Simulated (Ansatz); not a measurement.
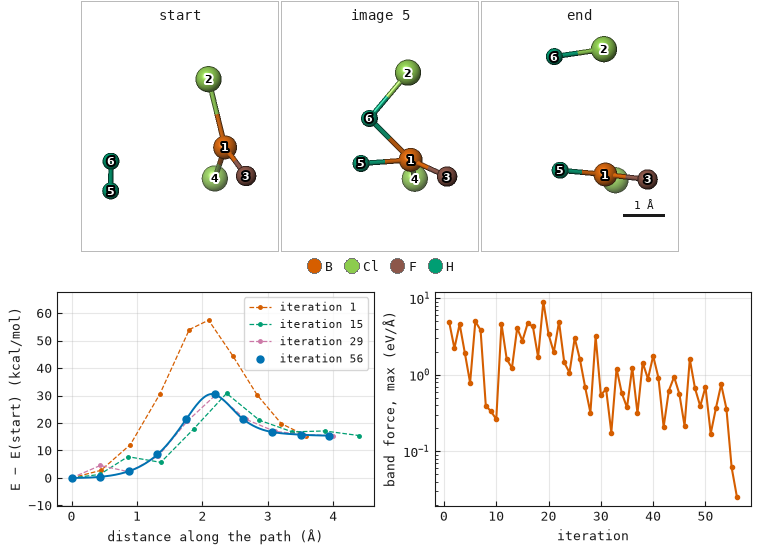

A nudged-elastic-band calculation for BH2Cl2F, made up at the start of BCl$_{2}$F and H$_{2}$. Images are numbered from 0 (start) to 9 (end). The plot follows the band through its iterations. A ball-and-stick model, seen at a tilt.

All numbers below come from RKS PBE-D4/def2-SVP (Ansatz 0.2.0). Set-up: 8 movable images; no climbing image; force threshold 0.03 eV/Å; iteration limit 60; starting path through a guess of the saddle point.

Question: How did the profile develop, and is the result final?

Answer: The run is converged, with reservations. The band converged in 56 iterations. The largest component of the band force went from 4.9 to 0.026 eV/Å. No image climbed, so the highest image needn't lie on the saddle point, and the true maximum along this path can be higher. The first iteration put the highest image at 57.4 kcal/mol. Forward barrier 30.4 kcal/mol, backward barrier 15.0 kcal/mol, with image 5 at the top; the reaction energy is +15.4 kcal/mol.

Limits of the set-up: the start holds two separate molecules, 3.0 Å apart at their closest, whose relative position is a soft coordinate.

The run took 13 min on 1 thread of Intel(R) Xeon(R) Platinum 8488C (Sapphire Rapids), on a shared host, peak memory 0.16 GiB.
